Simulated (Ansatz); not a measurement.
# MnAs (P6_3/mmc): cell relaxations under several functionals in Python

Aim: cell relaxations under several functionals, for MnAs (P6_3/mmc), run from a script.

The COD entry's cell or inner coordinates are ideal or old and differ from later refinements, so a difference from it is no clean test against experiment.

Computed with Ansatz 0.2.0 through its Python package. The levels of theory stand in the script.

## 1. The structure

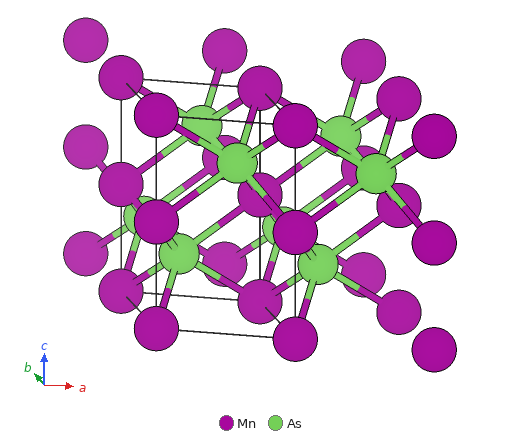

The starting structure, viewed slightly off an axis; manganese purple, arsenic green. 2×2×1 cells are drawn. Atoms on cell faces are repeated.

Input file mnas.xyz:

```xyz
4
Lattice="3.71 0.0 0.0 -1.855 3.21295425 0.0 0.0 0.0 5.691" Properties=species:S:1:pos:R:3:initial_magmoms:R:1 pbc="T T T"
Mn    0.00000000    0.00000000    0.00000000  5.20
Mn    0.00000000    0.00000000    2.84550000  5.20
As   -0.00000000    2.14196950    1.42275000  0.00
As    1.85500000    1.07098475    4.26825000  0.00
```

## 2. The code

File lattice_mnas.py:

```python
# -*- coding: utf-8 -*-
"""Relaxed cell of MnAs under several functionals."""

import ansatz as az
import numpy as np

def edges_and_angles(cell):
    cell = np.asarray(cell)
    a, b, c = np.linalg.norm(cell, axis=1)
    cosines = cell[1] @ cell[2] / (b * c), cell[0] @ cell[2] / (a * c), cell[0] @ cell[1] / (a * b)
    return (a, b, c, *np.degrees(np.arccos(cosines)))


def main():
    mnas = az.Crystal.from_extxyz("mnas.xyz")

    calculation = (
        mnas.calculation()
        .basis(550)
        .kpoints(8, 8, 5)
        .occupations("fermi_dirac", width=0.1)
        .spin(az.SpinTreatment.COLLINEAR)
        .relax(cell=True, max_steps=40)
    )

    levels = [("pbe", "none"), ("pbe", "d4"), ("pbe", "d3bj"), ("pbesol", "none")]
    print("level            a       b       c    alpha   beta  gamma  V/atom  steps")
    for name, dispersion in levels:
        seen = []
        run = calculation.functional(name, dispersion=dispersion).session().plan()
        done = run.execute(on_event=lambda e: seen.append(e) if e["event"] == "relax_step" else None)
        cell = done.lattice.cell_ang
        label = name if dispersion == "none" else f"{name}+{dispersion}"
        print("{:13s} {:7.4f} {:7.4f} {:7.4f} {:6.2f} {:6.2f} {:6.2f}".format(label, *edges_and_angles(cell)), f"{abs(np.linalg.det(cell)) / len(done.lattice.sites):7.3f} {len(seen):5d}")


if __name__ == "__main__":
    main()
```

## 3. What the engine is handed

The package turns the script's settings into the engine's input (first run):

```yaml
crystal:
  lattice:
    - [3.71, 0.0, 0.0]
    - [-1.855, 3.21295425, 0.0]
    - [0.0, 0.0, 5.691]
  atoms:
    - { symbol: Mn, position: [0.0, 0.0, 0.0], spin: 5.2 }
    - { symbol: Mn, position: [0.0, 0.0, 0.5], spin: 5.2 }
    - { symbol: As, position: [0.3333333333333333, 0.6666666666666666, 0.25], spin: 0.0 }
    - { symbol: As, position: [0.6666666666666666, 0.3333333333333333, 0.75], spin: 0.0 }
basis:
  ecutwfc: 550.0
kpoints:
  mp_grid:
    grid: [8, 8, 5]
hamiltonian:
  xc: pbe
  dispersion: none
magnetization:
  spin_polarized: true
scf:
  occupations:
    method: fermi_dirac
    width: 0.1
relax:
  max_steps: 40
  cell: {}
```

## 4. The run

On the command line:

```bash
$ python lattice_mnas.py
```

Log:

```text
level            a       b       c    alpha   beta  gamma  V/atom  steps
DeckWarning: where an SCF of this run starts from atoms to list the orders of its open shells, Mn (sites 0, 1, from 0) starts with 5.00 μB on its 3d shell, in the place of the 5.20 μB that the deck gives it: its open shells can hold no more by Hund's first rule. To start from spheres of the given moment, type scf.initial_density.shell_occupations: []
pbe            3.6559  3.6559  5.4928  90.00  90.00 120.00  15.895     5
pbe+d4         3.5890  3.5890  5.4129  90.00  90.00 120.00  15.096     6
pbe+d3bj       3.5873  3.5873  5.4064  90.00  90.00 120.00  15.063     6
pbesol         3.5676  3.5676  5.3382  90.00  90.00 120.00  14.710     6
```

(Warnings from the package without file and line.)

It took 6.2 min on 1 thread of Arm Neoverse V1, shared host; peak memory 0.6 GiB.

Lines on the test bed's own set-up are left out of the output.

A comment line of the script is reworded here; the code is as run.

## 5. The runs side by side

The 4 runs, in the order started:

```
run  functional  dispersion  energy (eV/atom)  final volume (Å³/atom)  moment (μB/cell)  SCF cycles in all  CPU time (s)
  1         pbe        none        -4377.7227                   15.89              5.62                 49            82
  2         pbe          d4        -4378.1569                   15.10              5.16                 58            99
  3         pbe        d3bj        -4378.1307                   15.06              5.13                 58            95
  4      pbesol        none        -4341.1250                   14.71              4.78                 59            95
```

Energies are free energies F = E - TS of the smeared occupations. Totals under unlike functionals or potentials can't be compared directly.

## 6. How the relaxation of run 1 went

Step by step:

```csv
step,E - E(step 1) (eV/cell),largest force component (eV/Å),pressure (GPa),volume (Å³)
1,0.0000,0.0000,-3.69,67.84
2,-0.0487,0.0000,-1.69,65.48
3,-0.0593,0.0000,0.07,63.54
4,-0.0595,0.0000,0.00,63.58
5,-0.0590,0.0000,-0.01,63.58
```

Step 1 is the start. Step 5 repeats the geometry before it on a plane-wave basis chosen anew for that cell, so its energy need not be comparable with the rows above.

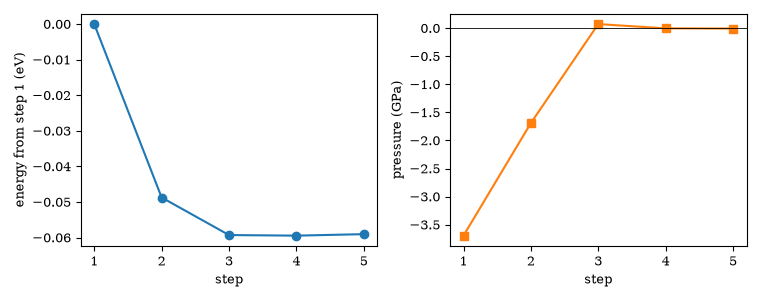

Energy and pressure along the relaxation.

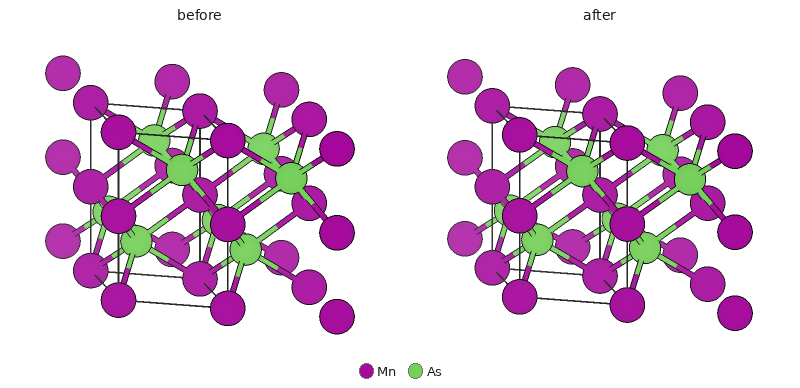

The structure before (left) and after (right) the relaxation, drawn at the same scale.

|  | before | after | change |
| --- | --- | --- | --- |
| a (Å) | 3.710 | 3.656 | -1.5 % |
| b (Å) | 3.710 | 3.656 | -1.5 % |
| c (Å) | 5.691 | 5.493 | -3.5 % |
| volume (Å³/atom) | 16.96 | 15.89 | -6.3 % |
| shortest distance (Å) | 2.571 | 2.518 | -2.1 % |
| space group (0.01 Å) | P6_3/mmc | P6_3/mmc | same |

Forces and stress were held to the start's 24 operations: a distortion of lower symmetry was not tested.

## 7. Path of the relaxation of run 4

The steps of the relaxation:

| step | energy from step 1 (eV/cell) | largest force component (eV/Å) | pressure (GPa) | volume (Å³) |
| --- | --- | --- | --- | --- |
| 1 | 0.0000 | 0.0000 | -8.92 | 67.84 |
| 2 | -0.2535 | 0.0000 | -4.57 | 62.24 |
| 3 | -0.2909 | 0.0000 | 2.94 | 57.19 |
| 4 | -0.3053 | 0.0000 | 0.04 | 58.82 |
| 5 | -0.3054 | 0.0000 | 0.00 | 58.84 |
| 6 | -0.3046 | 0.0000 | -0.01 | 58.84 |

Step 1 is the start. Step 6 repeats the geometry before it on a plane-wave basis chosen anew for that cell, so its energy need not be comparable with the rows above.

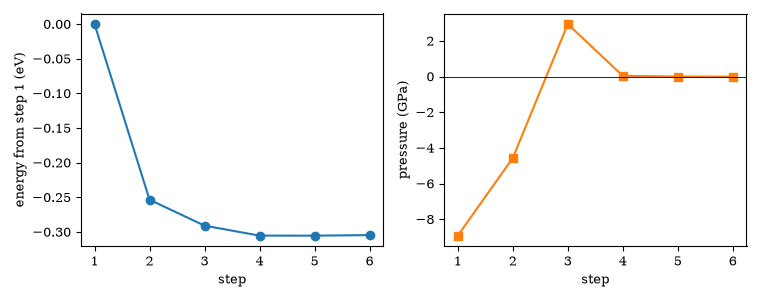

Energy and pressure along the relaxation.

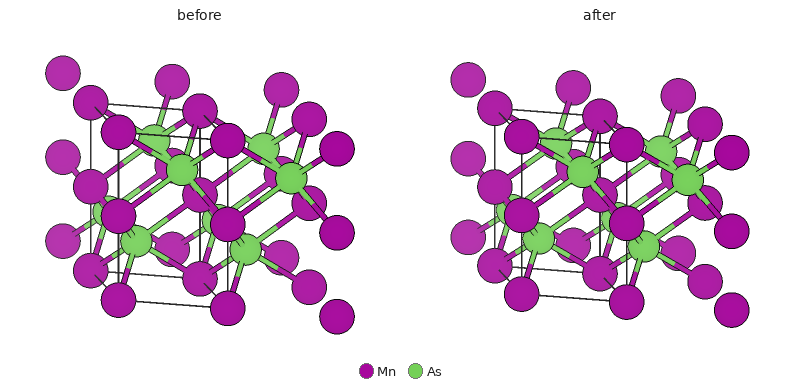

Before and after, at one scale.

|  | before | after | change |
| --- | --- | --- | --- |
| a (Å) | 3.710 | 3.568 | -3.8 % |
| b (Å) | 3.710 | 3.568 | -3.8 % |
| c (Å) | 5.691 | 5.338 | -6.2 % |
| volume (Å³/atom) | 16.96 | 14.71 | -13.3 % |
| shortest distance (Å) | 2.571 | 2.454 | -4.6 % |
| space group (0.01 Å) | P6_3/mmc | P6_3/mmc | same |

Forces and stress were held to the start's 24 operations: a distortion of lower symmetry was not tested.

## 8. Summary of results

```
      quantity                                  value
 runs compared                                      4
relaxed volume  14.71 (pbesol) to 15.89 Å³/atom (pbe)
```

In words: From smallest to largest: PBEsol (14.71 Å³ an atom, -13.3 % against the start), PBE+D3BJ (15.06 Å³ an atom, -11.2 % against the start), PBE+D4 (15.10 Å³ an atom, -11.0 % against the start) and PBE (15.89 Å³ an atom, -6.3 % against the start). The spread is 8.1 % in volume. In run 1, over 3 moves the cell shrank by 6.3 % in volume, and the space group stayed P6_3/mmc. In run 4, the volume shrank by 13.3 % over 4 moves, and the space group stayed P6_3/mmc. Notes:
- Forces vanish by symmetry, so the ions can't move, and the end may be a saddle.
- For a metal this k-point mesh is coarse: on a finer one energies can move by several to tens of meV an atom and pressures by half a GPa or more, differences at one mesh by less.
- Of the deposited cell: the entry's cell lengths or inner coordinates differ somewhat from later room-temperature determinations.
